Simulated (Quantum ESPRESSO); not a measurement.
# LaCrGe3: parallel and opposed starts, part 2 of 2

Does LaCrGe3 prefer parallel or opposed moments?

Quantum ESPRESSO 7.5; PBEsol; plane waves with GBRV 1.5 PBEsol potentials, no spin-orbit coupling.

So far, absolute magnetization (μB): step 2 (start 1: ferro ++) 4.15.

## (3) Start 2: antiferro +−

pw.in

```
&CONTROL
  calculation = 'scf'
  prefix = 'pwscf'
  outdir = './tmp'
  pseudo_dir = './pseudo'
  disk_io = 'nowf'
/
&SYSTEM
  ibrav = 0
  celldm(1) = 8
  nat = 10
  ntyp = 4
  ecutwfc = 40
  ecutrho = 280
  nbnd = 83
  occupations = 'smearing'
  smearing = 'fd'
  degauss = 0.00367493
  nspin = 2
  starting_magnetization(1) = 0
  starting_magnetization(2) = 0.1786
  starting_magnetization(3) = -0.1786
  starting_magnetization(4) = 0
/
&ELECTRONS
  conv_thr = 2d-08
  electron_maxstep = 150
  mixing_beta = 0.3
/
ATOMIC_SPECIES
La    138.9055 la_pbesol_v1.uspp.F.UPF
Cr1    51.9961 cr_pbesol_v1.5.uspp.F.UPF
Cr2    51.9961 cr_pbesol_v1.5.uspp.F.UPF
Ge     72.6300 ge_pbesol_v1.4.uspp.F.UPF
CELL_PARAMETERS alat
   1.4646322328912    0.0000000000000    0.0000000000000
  -0.7323161164456    1.2684087208794    0.0000000000000
   0.0000000000000    0.0000000000000    1.3620201043240
ATOMIC_POSITIONS crystal
La      0.3333333333    0.6666666667    0.7500000000
La      0.6666666667    0.3333333333    0.2500000000
Cr1     0.0000000000    0.0000000000    0.0000000000
Cr2     0.0000000000    0.0000000000    0.5000000000
Ge      0.1933500000    0.3867000000    0.2500000000
Ge      0.8066500000    0.1933500000    0.7500000000
Ge      0.6133000000    0.8066500000    0.2500000000
Ge      0.8066500000    0.6133000000    0.7500000000
Ge      0.1933500000    0.8066500000    0.2500000000
Ge      0.3867000000    0.1933500000    0.7500000000
K_POINTS automatic
6 6 6 0 0 0
```

Run with:

```
OMP_NUM_THREADS=1 mpirun -n 4 pw.x -nk 4 -in pw.in > pw.out
```

The log of the run:

```text
[banner, memory and clock lines left out]
Program PWSCF v.7.5 starts

     Message from routine setup:
     using ibrav=0 with symmetry is DISCOURAGED, use correct ibrav instead

     bravais-lattice index     =            0
     lattice parameter (alat)  =       8.0000  a.u.
     unit-cell volume          =    1295.5115 (a.u.)^3
     number of atoms/cell      =           10
     number of atomic types    =            4
     number of electrons       =       134.00
     number of Kohn-Sham states=           83
     kinetic-energy cutoff     =      40.0000  Ry
     charge density cutoff     =     280.0000  Ry
     scf convergence threshold =      2.0E-08
     mixing beta               =       0.3000
     number of iterations used =            8  plain     mixing
     Exchange-correlation= SLA  PW   PSX  PSC
                           (   1   4  10   8   0   0   0)

     celldm(1)=   8.000000  celldm(2)=   0.000000  celldm(3)=   0.000000
     celldm(4)=   0.000000  celldm(5)=   0.000000  celldm(6)=   0.000000

     crystal axes: (cart. coord. in units of alat)
               a(1) = (   1.464632   0.000000   0.000000 )
               a(2) = (  -0.732316   1.268409   0.000000 )
               a(3) = (   0.000000   0.000000   1.362020 )

     reciprocal axes: (cart. coord. in units 2 pi/alat)
               b(1) = (  0.682765  0.394195 -0.000000 )
               b(2) = (  0.000000  0.788389  0.000000 )
               b(3) = (  0.000000 -0.000000  0.734204 )

     PseudoPot. # 1 for La read from file:
     la_pbesol_v1.uspp.F.UPF
     Pseudo is Ultrasoft + core correction, Zval = 11.0

     PseudoPot. # 2 for Cr read from file:
     cr_pbesol_v1.5.uspp.F.UPF
     Pseudo is Ultrasoft + core correction, Zval = 14.0

     PseudoPot. # 3 for Cr read from file:
     cr_pbesol_v1.5.uspp.F.UPF
     Pseudo is Ultrasoft + core correction, Zval = 14.0

     PseudoPot. # 4 for Ge read from file:
     ge_pbesol_v1.4.uspp.F.UPF
     Pseudo is Ultrasoft + core correction, Zval = 14.0

     atomic species   valence    mass     pseudopotential
     La               11.00   138.90550     La( 1.00)
     Cr1              14.00    51.99610     Cr( 1.00)
     Cr2              14.00    51.99610     Cr( 1.00)
     Ge               14.00    72.63000     Ge( 1.00)

     Starting magnetic structure
     atomic species   magnetization
     La              0.000
     Cr1             0.179
     Cr2            -0.179
     Ge              0.000

     12 Sym. Ops., with inversion, found

   Cartesian axes

     site n.     atom                  positions (alat units)
         1        La     tau(   1) = (  -0.0000000   0.8456058   1.0215151  )
         2        La     tau(   2) = (   0.7323161   0.4228029   0.3405050  )
         3        Cr1    tau(   3) = (   0.0000000   0.0000000   0.0000000  )
         4        Cr2    tau(   4) = (   0.0000000   0.0000000   0.6810101  )
         5        Ge     tau(   5) = (  -0.0000000   0.4904937   0.3405050  )
         6        Ge     tau(   6) = (   1.0398523   0.2452468   1.0215151  )
         7        Ge     tau(   7) = (   0.3075362   1.0231619   0.3405050  )
         8        Ge     tau(   8) = (   0.7323161   0.7779151   1.0215151  )
         9        Ge     tau(   9) = (  -0.3075362   1.0231619   0.3405050  )
        10        Ge     tau(  10) = (   0.4247800   0.2452468   1.0215151  )

     number of k points=    34  Fermi-Dirac smearing, width (Ry)=  0.0037
                       cart. coord. in units 2pi/alat
        k(    1) = (   0.0000000   0.0000000   0.0000000), wk =   0.0046296
        k(    2) = (   0.0000000   0.0000000   0.1223673), wk =   0.0092593
        k(    3) = (   0.0000000   0.0000000   0.2447345), wk =   0.0092593
        k(    4) = (   0.0000000   0.0000000  -0.3671018), wk =   0.0046296
        k(    5) = (   0.0000000   0.1313982   0.0000000), wk =   0.0277778
        [... 29 further k-points ...]

     Dense  grid:   102491 G-vectors     FFT dimensions: (  64,  64,  60)

     Smooth grid:    44245 G-vectors     FFT dimensions: (  48,  48,  45)

     Check: negative core charge=   -0.000002
     Generating pointlists ...
     new r_m :   0.3034 (alat units)  2.4269 (a.u.) for type    1
     new r_m :   0.2463 (alat units)  1.9704 (a.u.) for type    2
     new r_m :   0.2463 (alat units)  1.9704 (a.u.) for type    3
     new r_m :   0.2463 (alat units)  1.9704 (a.u.) for type    4

     Initial potential from superposition of free atoms

     starting charge     131.9363, renormalised to     134.0000

     negative rho (up, down):  7.764E-02 7.764E-02
     Starting wfcs are  114 randomized atomic wfcs

     Self-consistent Calculation

     iteration #  1     ecut=    40.00 Ry     beta= 0.30
     Davidson diagonalization with overlap
     ethr =  1.00E-02,  avg # of iterations =  2.0

     negative rho (up, down):  7.375E-02 7.375E-02

     total energy              =   -1828.26308062 Ry
     estimated scf accuracy    <      16.20047753 Ry

     total magnetization       =    -0.00 Bohr mag/cell
     absolute magnetization    =     2.66 Bohr mag/cell

     iteration #  2     ecut=    40.00 Ry     beta= 0.30
     Davidson diagonalization with overlap
     ethr =  1.00E-02,  avg # of iterations =  6.1

     negative rho (up, down):  2.696E-02 2.696E-02

     total energy              =   -1832.60434393 Ry
     estimated scf accuracy    <      50.08504958 Ry

     total magnetization       =    -0.00 Bohr mag/cell
     absolute magnetization    =     0.17 Bohr mag/cell

     [... further iterations left out ...]

     iteration # 29     ecut=    40.00 Ry     beta= 0.30
     Davidson diagonalization with overlap
     ethr =  1.96E-10,  avg # of iterations =  5.1

     negative rho (up, down):  4.903E-02 4.903E-02

     total energy              =   -1834.65461108 Ry
     estimated scf accuracy    <       0.00000016 Ry

     total magnetization       =     0.01 Bohr mag/cell
     absolute magnetization    =     4.21 Bohr mag/cell

     iteration # 30     ecut=    40.00 Ry     beta= 0.30
     Davidson diagonalization with overlap
     ethr =  1.21E-10,  avg # of iterations =  4.5

     negative rho (up, down):  4.903E-02 4.903E-02

     Magnetic moment per site  (integrated on atomic sphere of radius R)
     atom   1 (R=0.303)  charge=  8.3358  magn= -0.0000
     atom   2 (R=0.303)  charge=  8.3358  magn= -0.0000
     atom   3 (R=0.246)  charge= 12.2330  magn=  1.6960
     atom   4 (R=0.246)  charge= 12.2330  magn= -1.6947
     atom   5 (R=0.246)  charge= 12.0095  magn= -0.0000
     atom   6 (R=0.246)  charge= 12.0095  magn= -0.0000
     atom   7 (R=0.246)  charge= 12.0095  magn= -0.0000
     atom   8 (R=0.246)  charge= 12.0095  magn= -0.0000
     atom   9 (R=0.246)  charge= 12.0095  magn= -0.0000
     atom  10 (R=0.246)  charge= 12.0095  magn= -0.0000

     End of self-consistent calculation

     [... lines left out ...]
     the Fermi energy is    13.3065 ev

!    total energy              =   -1834.65461128 Ry
     estimated scf accuracy    <          7.1E-09 Ry
     smearing contrib. (-TS)   =      -0.00399646 Ry
     internal energy E=F+TS    =   -1834.65061482 Ry

     The total energy is F=E-TS. E is the sum of the following terms:
     one-electron contribution =    -940.29611381 Ry
     hartree contribution      =     583.62988069 Ry
     xc contribution           =    -488.63992914 Ry
     ewald contribution        =    -989.34445256 Ry

     total magnetization       =     0.00 Bohr mag/cell
     absolute magnetization    =     4.21 Bohr mag/cell

     convergence has been achieved in  30 iterations
```

It took 21 min on 4 MPI ranks of Intel Xeon at 2.50GHz (Skylake/Cascade Lake), shared host; peak memory 1.9 GiB.

Spin moment in the atom's sphere by atom:

```
atom  spin moment in the atom's sphere (μB)
 La1                                   0.00
 La2                                   0.00
 Cr3                                   1.70
 Cr4                                  -1.69
 Ge5                                   0.00
 Ge6                                   0.00
 Ge7                                   0.00
 Ge8                                   0.00
 Ge9                                   0.00
Ge10                                   0.00
```

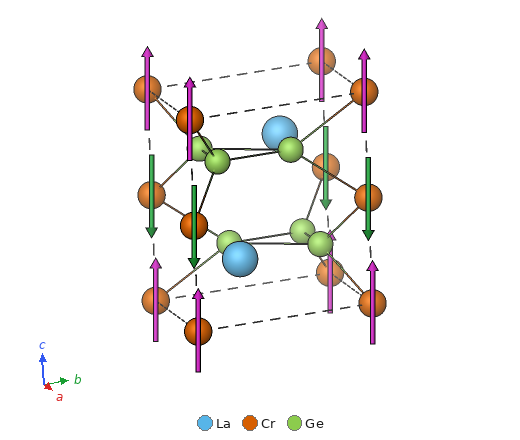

Spin moment in the atom's sphere as arrows, the longest 1.70 μB. Up and down stand for the sign. Arrows give size and sign along the axis of quantisation, drawn up and down the page. The two directions have two colours. Bonds to atoms that aren't drawn are left out. Some periodic images of atoms are drawn too.

This step gave:

```yaml
smearing_term_ts: 0.05437 eV
magnetization: 0 μB
absolute_magnetization: 4.21 μB
final_state: antiferromagnetic
```

## (4) The states side by side

An order is kept where moments of 0.15 μB or more survive with the typed signs; meshes match where a doubled cell samples the same k points as the first cell.

Orders:

```
       start        final state  typed order kept  energy over the lowest (meV a seeded atom)  largest site moment (μB)  net moment (μB a cell of the first run)  mesh matched  CPU time (s)
    ferro ++      ferromagnetic               yes                                           0                     1.562                                    2.746           yes          2970
antiferro +-  antiferromagnetic               yes                                       77.64                     1.696                                 0.001421           yes          4974
```

## (5) Summary of results

```
lowest state found      : ferromagnetic (from ferro ++)
largest site moment     : 1.56 μB
next state with moments : antiferromagnetic, 77.6 meV a seeded atom higher
```

In words: This is the lowest of 2 collinear or spinless starts, no proof of the ground state.

[Logs and program files are shortened in this print: banners, set-up blocks, solver, clock and traceback lines can be left out without a mark of their own.]

[Logs are printed without paths, hosts, clocks, repeated set-up lines and the standing remarks that a program may print on its own settings, such as how far it seeks lower states.]

[Hosts, paths, dates, database ids (printed as entryN), source tags and the programs' standing remarks are cut or masked in the printed files.]

[Where a cell is said to come from a database of computed structures, the database is the Materials Project.]
